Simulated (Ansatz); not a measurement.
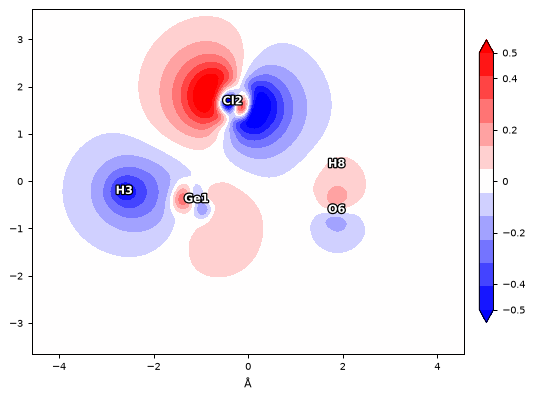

The picture shows: ClGeH₃···H₂O. The HOMO on the plane of atoms Cl2, Ge1 and H3 (values in Å⁻³ᐟ²; the overall sign is arbitrary).

Not at a stationary point (largest force 1.2 eV/Å).

Method: RHF/def2-SVP in Ansatz.

```tsv
atom	x (Å)	y (Å)	z (Å)
Ge	0.3394	0.0366	-0.0819
Cl	0.3405	-0.0736	2.1275
H	1.8257	0.0533	-0.4499
H	-0.3357	1.3365	-0.4829
H	-0.3146	-1.2254	-0.6232
O	-2.5193	0.0026	0.7435
H	-3.0305	-0.7914	0.6933
H	-2.1833	0.0317	1.6517
```

Question: What is the character of this orbital?

Answer: Its weight (Hirshfeld) is mainly on Cl2 (about 65 %), Ge1 (about 15 %) and H3 (about 10 %). Its energy is −11.80 eV.
